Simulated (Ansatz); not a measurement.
Nudged elastic band, with input and output: C$_{18}$HN (part 3 of 3)

Continued. System: C$_{18}$HN (slab, 20 atoms in the cell). Method: DFT PBE, scalar-relativistic, plane waves, PAW, PAW set soft_1, no spin polarisation (Ansatz 0.2.0); cutoff 420 eV, 2×2×1 k-mesh, Fermi–Dirac smearing of 0.02 eV. It belongs to a series of runs on one base structure; here: band between the two ends.

Geometry of the input (Å; fractional positions):
```
7.3980  0.0000  0.0000
-3.6990  6.4069  0.0000
0.0000  0.0000  13.0000
C  0.0038  -0.0006  0.0764
C  0.2268  0.1100  0.0720
C  0.0052  0.3310  0.0714
C  0.2250  0.4410  0.0714
C  0.0027  0.6619  0.0721
C  0.2259  0.7727  0.0760
C  0.3391  -0.0008  0.0760
C  0.5565  0.1101  0.0791
C  0.3368  0.3298  0.0718
C  0.5602  0.4409  0.0714
C  0.3323  0.6618  0.0791
C  0.5559  0.7676  0.1026
C  0.6743  0.0044  0.1026
C  0.8983  0.1108  0.0791
C  0.6699  0.3309  0.0714
C  0.8930  0.4421  0.0718
C  0.6735  0.6611  0.0791
C  0.8903  0.7725  0.0764
N  0.6220  0.8860  0.2014
H  0.4939  0.8860  0.2321
```

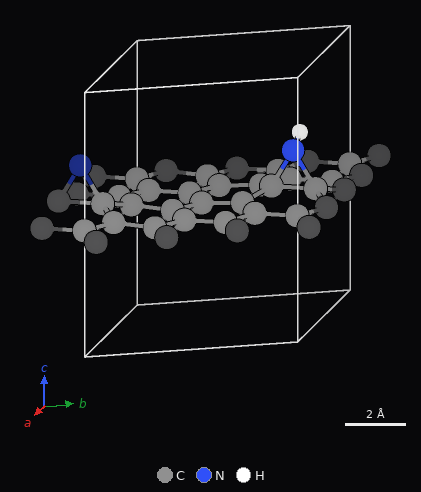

The structure as given in the input (ball-and-stick view of the cell of the calculation, with the vacuum cut short, seen slightly off an axis; neighbours outside the cell are drawn fainter). An atom can appear more than once, as a periodic image.

**Output, continued**
```
  k-point 1: bands = ["-21.9221", "-20.8326", "-19.7282", "-19.3705", "-18.1907", "-17.0659", "-16.7396", "-16.6502", "-15.8783", "-15.5169", "-14.0239", "-13.2830", "-13.1593", "-12.9354", "-12.0003", "-10.3205", "-9.9202", "-9.6394", "-9.5567", "-9.4407", "-9.2872", "-9.0473", "-8.2140", "-8.1683", "-8.1242", "-7.8066", "-7.5049", "-7.1104", "-6.9559", "-6.3075", "-6.0390", "-5.9219", "-5.7398", "-4.7198", "-4.2749", "-3.9665", "-3.7852", "-2.3768", "-1.6531", "-1.0127", "0.1385", "0.8475", "1.2235", "1.9734", "2.4539", "3.0576", "3.5754", "4.0571", "4.1215", "4.5543", "4.6358", "4.7427", "4.9182", "5.3620", "5.4765", "5.5088", "5.6945", "6.0304", "6.4618"]
  k-point 2: bands = ["-21.9630", "-20.3934", "-20.3350", "-19.2647", "-18.0181", "-17.1088", "-16.6488", "-16.6390", "-16.3057", "-14.8436", "-14.4578", "-13.3675", "-12.9943", "-12.9419", "-11.9887", "-10.5015", "-9.8764", "-9.6733", "-9.5955", "-9.4847", "-9.3882", "-8.6078", "-8.4162", "-8.0971", "-8.0477", "-7.9842", "-7.4133", "-7.2149", "-6.8688", "-6.1031", "-6.0128", "-5.8095", "-5.5614", "-5.0669", "-4.2486", "-4.0423", "-3.6425", "-2.9717", "-1.8697", "-0.1949", "0.1540", "0.8408", "0.9663", "2.1536", "2.6687", "2.9234", "3.5131", "3.9377", "3.9489", "4.2267", "4.6401", "4.7505", "4.9493", "5.0291", "5.4854", "5.8638", "5.9546", "6.2318", "6.5056"]
  k-point 3: bands = ["-21.9236", "-20.8337", "-19.7376", "-19.3052", "-18.2867", "-17.0829", "-16.7147", "-16.6521", "-16.1207", "-14.8444", "-14.3504", "-13.3515", "-13.0752", "-13.0037", "-12.1845", "-10.1768", "-9.9263", "-9.6567", "-9.5358", "-9.5119", "-9.1734", "-9.1718", "-8.2540", "-8.1299", "-7.9860", "-7.6317", "-7.4100", "-7.1714", "-7.0204", "-6.3342", "-6.0790", "-5.9344", "-5.7264", "-4.9364", "-4.0915", "-3.9369", "-3.6869", "-2.8448", "-1.8488", "-0.4695", "0.4033", "0.8107", "1.0703", "1.9374", "2.5599", "3.0475", "3.3554", "3.6391", "4.1342", "4.3755", "4.6480", "4.7296", "4.8947", "5.2378", "5.4866", "5.7674", "5.9310", "6.1652", "6.4461"]
this run last wrote the band of iteration 17 to [file]
--- NEB band (7 images, 17 band iterations, 1133 SCF iterations) ---
  forward barrier  = 3.573400 eV
  backward barrier = 0.549746 eV
  lagrangian_above_aufbau_ev (what the smearing adds, to first order; not taken off the barriers): saddle image -0.003157 eV, end points -0.000048 and -0.000010 eV
  climbing image's point = of a kind that is not told: the force calls were inconclusive, a negative curvature could not be distinguished from the path's own, the only one lies far off the path, or fixed occupations may fill a level only in part (lowest curvatures found: -8.81 and 0.83 eV/Å²)
  energies are F+E_penalty+E_count in eV, relative to image 0
  image     s (Å)  Δ vs image 0  max|band force component| (eV/Å)
      0    0.0000      0.000000                                 —
      1    0.5847      0.442866                          4.315e-3
      2    1.1695      2.721438                          4.538e-3
      3    1.7540      2.685295                          7.093e-3
      4    2.3387      2.746240                          4.386e-2
  *   5    2.9235      3.573400                          2.356e-2
      6    3.7039      3.023654                                 —
  climbing-image geometry (image 5):
  cell:  # Å, volume = 616.1730 Å³
    - [7.398, 0.0, 0.0]
    - [-3.699, 6.406856, 0.0]
    - [0.0, 0.0, 13.0]
  atoms:
    - { symbol: C, position: [0.0038773771365024834, -0.00012492704271650947, 0.07317413755040694] }
    - { symbol: C, position: [0.22589372085134019, 0.11062998264441956, 0.07025809127279535] }
    - { symbol: C, position: [0.004655123312222481, 0.33271136623259745, 0.06809203031822603] }
    - { symbol: C, position: [0.2255420968231095, 0.4445036954272539, 0.06948111489347344] }
    - { symbol: C, position: [0.0025786010655193814, 0.6644002798599741, 0.07148849792836129] }
    - { symbol: C, position: [0.2248422912945351, 0.7750738618610474, 0.07408046935076275] }
    - { symbol: C, position: [0.3344013016570992, -0.0026728674064274323, 0.07406261785927898] }
    - { symbol: C, position: [0.5547259581087084, 0.10789197425106524, 0.08055868531524284] }
    - { symbol: C, position: [0.3369704741280836, 0.3327659169192652, 0.07001794939331348] }
    - { symbol: C, position: [0.5585621329831034, 0.4459250500557128, 0.07055088825240519] }
    - { symbol: C, position: [0.332593130282804, 0.6636251810478861, 0.07808127726766885] }
    - { symbol: C, position: [0.5551573790720183, 0.7685135949969851, 0.1017199566796347] }
    - { symbol: C, position: [0.6767972436853812, 0.00554780564864113, 0.10180804377797459] }
    - { symbol: C, position: [0.8972984674739872, 0.11230662730594045, 0.07442645183798596] }
    - { symbol: C, position: [0.6711646324510508, 0.335291533539044, 0.07567410145500757] }
    - { symbol: C, position: [0.8953149556672584, 0.4449259528489477, 0.07163290170954342] }
    - { symbol: C, position: [0.6723332189767706, 0.6644979619500396, 0.07659598403021123] }
    - { symbol: C, position: [0.8912815748378157, 0.7756818107416867, 0.07433095774520733] }
    - { symbol: N, position: [0.6234052098801559, 0.8897825182806158, 0.19690434395212875] }
    - { symbol: H, position: [0.605839930312534, 1.2362330725046888, 0.16142059607703824] }
```

**The last band as extended XYZ (Å, eV, eV/Å)**
```
20
Lattice="7.3980 0.0000 0.0000 -3.6990 6.4069 0.0000 0.0000 0.0000 13.0000" Properties=species:S:1:pos:R:3:forces:R:3 image=0 energy=-4914.17144
C     0.0303   -0.0038    0.9927   -0.0005  -0.0010   0.0003
C     1.2708    0.7047    0.9366   -0.0008   0.0000  -0.0006
C    -1.1856    2.1207    0.9283   -0.0003  -0.0006  -0.0004
C     0.0330    2.8255    0.9287    0.0010  -0.0008  -0.0001
C    -2.4282    4.2409    0.9367   -0.0008  -0.0005  -0.0002
C    -1.1873    4.9505    0.9882    0.0004   0.0007  -0.0001
C     2.5118   -0.0049    0.9882   -0.0001  -0.0006   0.0002
C     3.7095    0.7056    1.0279    0.0011  -0.0016   0.0031
C     1.2717    2.1129    0.9330   -0.0006   0.0002  -0.0007
C     2.5134    2.8248    0.9283    0.0002   0.0011  -0.0002
C     0.0105    4.2399    1.0280    0.0012   0.0015   0.0025
C     1.2732    4.9176    1.3335    0.0018   0.0019   0.0002
C     4.9722    0.0280    1.3334    0.0018  -0.0027   0.0012
C     6.2359    0.7100    1.0285   -0.0031  -0.0021   0.0039
C     3.7320    2.1201    0.9286    0.0014   0.0009  -0.0002
C     4.9707    2.8326    0.9330   -0.0005  -0.0004  -0.0008
C     2.5370    4.2355    1.0287   -0.0029   0.0019   0.0030
C     3.7293    4.9493    0.9928   -0.0013   0.0009  -0.0002
N     1.3244    5.6762    2.6179    0.0006   0.0008  -0.0087
H     0.3766    5.6762    3.0169    0.0012   0.0002  -0.0021
20
Lattice="7.3980 0.0000 0.0000 -3.6990 6.4069 0.0000 0.0000 0.0000 13.0000" Properties=species:S:1:pos:R:3:forces:R:3 image=1 energy=-4913.72858
C     0.0470   -0.0148    0.9542   -0.0254   0.0641   0.0759
C     1.2860    0.6955    0.9291   -0.0183   0.0619   0.0231
C    -1.1723    2.1129    0.9392   -0.0178   0.0736  -0.1046
C     0.0442    2.8183    0.9415   -0.0308   0.0634  -0.0232
C    -2.4243    4.2296    0.9136   -0.0315   0.0496   0.0601
C    -1.1842    4.9396    0.9369   -0.0278   0.0334   0.0551
C     2.5237   -0.0148    0.9631    0.0269   0.0984  -0.0303
C     3.7184    0.7085    1.0307   -0.0014   0.0770  -0.7538
C     1.2823    2.1050    0.9600   -0.0208   0.0498   0.0105
C     2.5163    2.8254    0.9890   -0.0495   0.0557   0.0566
C     0.0119    4.2342    1.0085   -0.0473   0.0503   0.0287
C     1.2485    4.9379    1.3472   -0.0835   0.1049   0.1402
C     4.9971    0.0294    1.2716   -0.0970   0.1135  -0.2232
C     6.2572    0.7012    0.9945   -0.0123   0.0757  -0.0692
C     3.7363    2.1216    0.9874   -0.0323   0.0325  -0.2564
C     4.9812    2.8225    0.9609   -0.0174   0.0546  -0.0907
C     2.5302    4.2412    1.0779   -0.0530   0.0629   0.2720
C     3.7310    4.9404    0.9741   -0.0612   0.0446   0.1615
N     1.2098    5.7708    2.6193   -0.1457   0.4043  -0.0237
H     0.2330    6.1556    2.7744    0.7462  -1.5702   0.6914
20
Lattice="7.3980 0.0000 0.0000 -3.6990 6.4069 0.0000 0.0000 0.0000 13.0000" Properties=species:S:1:pos:R:3:forces:R:3 image=2 energy=-4911.45001
C     0.0474   -0.0073    0.9206    0.0093   0.0445   0.0750
C     1.2846    0.7035    0.9099    0.0093   0.0587   0.0494
C    -1.1739    2.1177    0.9549    0.0032   0.0766  -0.1080
C     0.0461    2.8260    0.9349   -0.0389   0.0472  -0.0381
C    -2.4220    4.2409    0.8844   -0.0282   0.0044   0.0440
C    -1.1829    4.9555    0.9090   -0.0249  -0.0345   0.0154
C     2.5102   -0.0166    0.9585    0.0620   0.0922   0.0523
C     3.7122    0.7127    1.2223    0.0451   0.0488  -0.8037
C     1.2816    2.1166    0.9444   -0.0135   0.0290   0.0179
C     2.5233    2.8352    0.9608   -0.0801   0.0396   0.1332
C     0.0183    4.2456    0.9881   -0.1003   0.0372  -0.0282
C     1.2652    4.9341    1.2952   -0.1898   0.1460   0.3277
C     5.0169    0.0229    1.3198    0.0108   0.1741  -0.4212
C     6.2544    0.7057    1.0007    0.0564   0.0558  -0.1298
C     3.7387    2.1376    1.0443   -0.0518  -0.0161  -0.1071
C     4.9795    2.8327    0.9728   -0.0041   0.0230  -0.0514
C     2.5379    4.2490    0.9914   -0.0797   0.0742   0.3799
C     3.7413    4.9532    0.9175   -0.0805   0.0039   0.1751
N     1.2425    5.6865    2.6135   -0.5625   0.7536   0.1789
H     0.0244    6.6060    2.5738    1.0581  -1.6585   0.2387
20
Lattice="7.3980 0.0000 0.0000 -3.6990 6.4069 0.0000 0.0000 0.0000 13.0000" Properties=species:S:1:pos:R:3:forces:R:3 image=3 energy=-4911.48615
C     0.0388    0.0072    0.8897   -0.0005  -0.0258   0.0400
C     1.2759    0.7151    0.8853   -0.0067  -0.0288   0.0227
C    -1.1812    2.1249    0.9673    0.0013  -0.0310  -0.0146
C     0.0484    2.8400    0.9308    0.0014  -0.0274   0.0050
C    -2.4216    4.2647    0.8605    0.0054  -0.0175   0.0275
C    -1.1826    4.9883    0.8932    0.0031  -0.0172   0.0572
C     2.4896   -0.0137    0.9330   -0.0053  -0.0343   0.0303
C     3.6944    0.7258    1.3978    0.0038   0.0005  -0.0055
C     1.2785    2.1346    0.9279    0.0035  -0.0286  -0.0072
C     2.5357    2.8505    0.9163   -0.0019  -0.0186  -0.0520
C     0.0353    4.2626    0.9822    0.0117  -0.0270   0.0405
C     1.3043    4.9246    1.2047    0.0222  -0.0365   0.0271
C     5.0076    0.0070    1.4059   -0.0120  -0.0265   0.0469
C     6.2344    0.7176    1.0186   -0.0060  -0.0272   0.0146
C     3.7447    2.1662    1.0562    0.0137  -0.0052  -0.1123
C     4.9745    2.8522    0.9720    0.0025  -0.0201  -0.0437
C     2.5494    4.2564    0.8892   -0.0049  -0.0278   0.0084
C     3.7543    4.9774    0.8643    0.0086  -0.0250   0.0440
N     1.3686    5.5339    2.5583    0.0261  -0.0385   0.0091
H    -0.2310    7.0199    2.5066   -0.0659   0.4627  -0.1375
20
Lattice="7.3980 0.0000 0.0000 -3.6990 6.4069 0.0000 0.0000 0.0000 13.0000" Properties=species:S:1:pos:R:3:forces:R:3 image=4 energy=-4911.42520
C     0.0332   -0.0046    0.9475   -0.0015   0.0357  -0.0256
C     1.2678    0.7035    0.9136   -0.0033   0.0296  -0.0199
C    -1.1880    2.1147    0.9172    0.0009   0.0083   0.0313
C     0.0419    2.8320    0.9213    0.0223   0.0137   0.0080
C    -2.4262    4.2650    0.8974    0.0135   0.0524  -0.0750
C    -1.1882    4.9839    0.9637    0.0063   0.0777  -0.0193
C     2.4817   -0.0201    0.9733   -0.0084   0.0287   0.0023
C     3.7004    0.7590    1.2688   -0.0240   0.1598   0.3716
C     1.2728    2.1245    0.9037    0.0054   0.0300  -0.0285
C     2.5185    2.8541    0.8460    0.0446   0.0359  -0.1385
C     0.0308    4.2501    1.0222    0.0349   0.0363  -0.0034
C     1.2929    4.9128    1.2802    0.0412   0.0136  -0.1055
C     4.9907    0.0213    1.4041   -0.0145   0.0142   0.1166
C     6.2260    0.7100    1.0077   -0.0023   0.0289   0.0432
C     3.7446    2.1763    0.8649    0.0244   0.0935  -0.2191
C     4.9747    2.8531    0.8883   -0.0161   0.0461  -0.0924
C     2.5330    4.2539    0.9376    0.0100   0.0323  -0.1133
C     3.7457    4.9702    0.9359    0.0249   0.0422  -0.0646
N     1.3247    5.6061    2.5800   -0.0039  -0.1096   0.0194
H    -0.1866    7.4870    2.3298   -0.1546  -0.6692   0.3125
20
Lattice="7.3980 0.0000 0.0000 -3.6990 6.4069 0.0000 0.0000 0.0000 13.0000" Properties=species:S:1:pos:R:3:forces:R:3 image=5 energy=-4910.59804
C     0.0291   -0.0008    0.9513   -0.0042   0.0049  -0.0009
C     1.2619    0.7088    0.9134   -0.0008  -0.0046   0.0036
C    -1.1963    2.1316    0.8852   -0.0047   0.0040   0.0019
C     0.0243    2.8479    0.9033    0.0177  -0.0157  -0.0039
C    -2.4385    4.2567    0.9294   -0.0108   0.0004  -0.0017
C    -1.2036    4.9658    0.9630    0.0022   0.0028   0.0025
C     2.4838   -0.0171    0.9628    0.0031   0.0024  -0.0040
C     3.7048    0.6912    1.0473   -0.0136  -0.0106  -0.0003
C     1.2620    2.1320    0.9102   -0.0098   0.0111   0.0013
C     2.4828    2.8570    0.9172    0.0175  -0.0169  -0.0034
C     0.0058    4.2518    1.0151   -0.0051   0.0062  -0.0064
C     1.2643    4.9238    1.3224   -0.0165  -0.0241   0.0017
C     4.9864    0.0355    1.3235    0.0153   0.0167   0.0139
C     6.2228    0.7195    0.9675    0.0038  -0.0015  -0.0048
C     3.7250    2.1482    0.9838   -0.0227   0.0069   0.0020
C     4.9778    2.8506    0.9312    0.0043   0.0029   0.0002
C     2.5159    4.2573    0.9957    0.0037   0.0145   0.0023
C     3.7245    4.9697    0.9663    0.0012   0.0020   0.0026
N     1.3206    5.7007    2.5598    0.0062  -0.0123  -0.0113
H    -0.0908    7.9204    2.0985    0.0132   0.0108   0.0050
20
Lattice="7.3980 0.0000 0.0000 -3.6990 6.4069 0.0000 0.0000 0.0000 13.0000" Properties=species:S:1:pos:R:3:forces:R:3 image=6 energy=-4911.14779
C     0.0265   -0.0134    0.9165   -0.0048  -0.0007   0.0060
C     1.2564    0.7019    0.8948    0.0065   0.0008  -0.0016
C    -1.2094    2.1249    0.8277   -0.0065  -0.0040   0.0062
C     0.0146    2.8433    0.8389    0.0042   0.0071   0.0022
C    -2.4402    4.2408    0.8824   -0.0038  -0.0050   0.0078
C    -1.2113    4.9532    0.8645    0.0045   0.0023  -0.0023
C     2.4917   -0.0198    0.9037   -0.0024   0.0017   0.0009
C     3.6908    0.6703    1.0026   -0.0042  -0.0060  -0.0018
C     1.2503    2.1259    0.9014    0.0028   0.0014  -0.0029
C     2.4577    2.8516    0.9725   -0.0040   0.0053   0.0055
C    -0.0064    4.2435    0.9317   -0.0060  -0.0075  -0.0051
C     1.2403    4.9310    1.2711   -0.0059   0.0071  -0.0058
C     4.9654    0.0264    1.2161    0.0055  -0.0137  -0.0036
C     6.2121    0.7074    0.9197    0.0068   0.0051  -0.0061
C     3.7135    2.1225    1.2298   -0.0064  -0.0010   0.0055
C     4.9784    2.8406    0.9114    0.0078   0.0083  -0.0112
C     2.5007    4.2458    1.0067    0.0120  -0.0057  -0.0015
C     3.7177    4.9573    0.9495   -0.0046  -0.0013  -0.0079
N     1.2477    5.7332    2.4931   -0.0026   0.0053   0.0137
H     0.0388    8.5619    2.3558    0.0011   0.0006   0.0019
```
